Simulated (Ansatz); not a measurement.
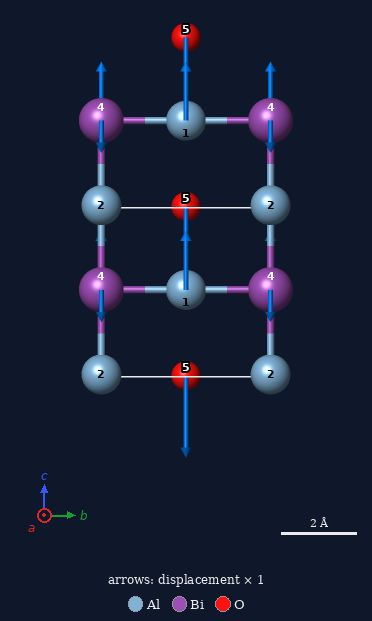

This is a relaxation of solid Al₃BiO (a generated structure, set up in P4mm) (coarse preliminary run). The starting structure is drawn; blue arrows show the displacements (the part carried along by the change of the cell is left out), at their true length.

Style: ball-and-stick. Shown: the cell of the calculation, repeated 1 × 1 × 2 with one cell outlined, along the a axis.

Computed with Ansatz, DFT PBE, scalar-relativistic, plane waves, PAW. (plane-wave cutoff 420 eV; k-point mesh 4 × 4 × 4; occupations gaussian; smearing width 0.1 eV; no spin polarisation; cell and atoms relaxed; force threshold 0.04 eV/Å; at most 70 steps)

Which element moves most?

Oxygen: up to 2.19 Å, against 1.59 Å for aluminium.

What happened in the run?

The atom that moves furthest relative to the cell is the O atom (2.19 Å along −c). By element the largest moves are O 2.19 Å, Al 1.59 Å, Bi 0.87 Å. The drawn cell changes as follows: a = b 4.525 → 3.903 Å (−13.8 %), c 4.525 → 7.106 Å (+57.0 %); the volume changes by +16.8 %. Among the contacts that change: Al–Bi 2.260 → 4.301 Å, Al–O 3.175 → 1.972 Å, Al–Bi 2.263 → 3.131 Å, Al–Bi 2.265 → 2.805 Å. New bonds form: Al–O (3.17 → 1.97 Å). Bonds break: Al–Bi (2.26 → 4.30 Å). Bond angles that change, for instance: Bi–Al–Bi 179.8° → 77.1°, Al–Bi–Al 179.8° → 77.1°, Al–Bi–Al 89.9° → 141.4°. The space group stays P4mm (No. 99). Over 24 accepted moves (27 points after the start) the energy falls by 3097 meV per atom. The largest force component goes from 0.099 to 0.0022 eV/Å. The pressure goes from 45.82 to 0.02 GPa. The SCF was repeated 3 times at an unchanged geometry on a basis and grid sized afresh for the cell, which shifted the energy by 86.8 meV per atom at most.
